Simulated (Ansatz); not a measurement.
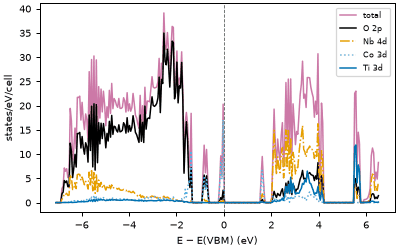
Total and projected density of states of CoLi5Nb5O18Ti in space group P3 (No. 143; Pearson symbol hP30), DFT-r²SCAN in the program Ansatz with PAW potentials

Which orbitals carry the states next to the gap?

Top 1 eV of the valence band: Co 3d 64 %, O 2p 30 %. Bottom 1 eV of the conduction band: Nb 4d 65 %, Co 3d 15 %, O 2p 13 %. Projections are on Löwdin-orthogonalised atomic valence shells; empty p or d shells of many metals are not among them.

Where is the tallest occupied peak in this window, and what makes it?

Near -2.5 eV, about 39 states/eV per cell; the largest projected share is O 2p.

The start of the workflow was typed in or built on a structure type; neither database checked (COD, Materials Project) lists it. Whether it is the stable phase at ambient conditions was not checked. Symmetry was held in the r²SCAN relaxation; its stability against distortions is not shown here. Magnetic state: ferromagnetic, the only order run, not a proven ground state. Other orbital occupations within this spin state were not tried. No Hubbard U is applied. Spin–orbit coupling is left out wherever it is not named.

Potentials: the later of the program's two PAW sets.
